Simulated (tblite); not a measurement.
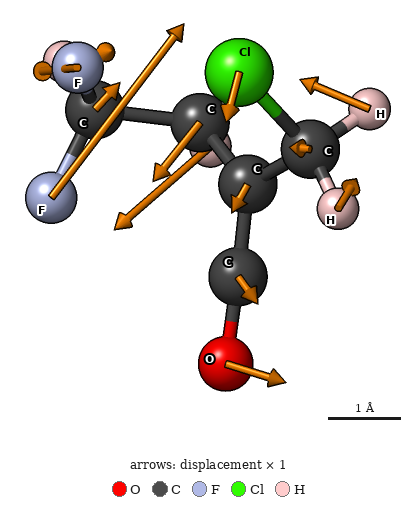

A relaxation of C5H4ClF2O (multiplicity 2). The starting structure is drawn; orange arrows show the displacements, at their true length. The two geometries are superimposed by the best rigid fit.

The picture is a ball-and-stick view, seen from a free direction.

Level of theory: tblite 0.8.0, GFN2-xTB geometry optimisation, gas phase. 

**Atoms of which element are displaced furthest, and by how much?**

Fluorine: up to 3.15 Å, against 1.96 Å for hydrogen.

**What did the optimiser do to the structure, and how much energy did it gain?**

After 234 geometry steps the energy has fallen by 33.3 kcal/mol. An F atom moves most after the best rigid fit: 3.15 Å. Largest moves by element: F 3.15 Å, H 1.96 Å, C 1.11 Å, O 0.93 Å, Cl 0.80 Å. Among the contacts that change: C–O 1.235 → 1.161 Å, C–C 1.470 → 1.400 Å, C–F 1.388 → 1.350 Å, C–H 1.107 → 1.075 Å. Bond angles that change, for instance: C–C–H 108.5° → 116.9°, C–C–C 114.1° → 122.2°, C–C–H 113.3° → 120.8°. Cost: 2.7 s on 1 thread of Arm Neoverse N1, with other jobs on the host.
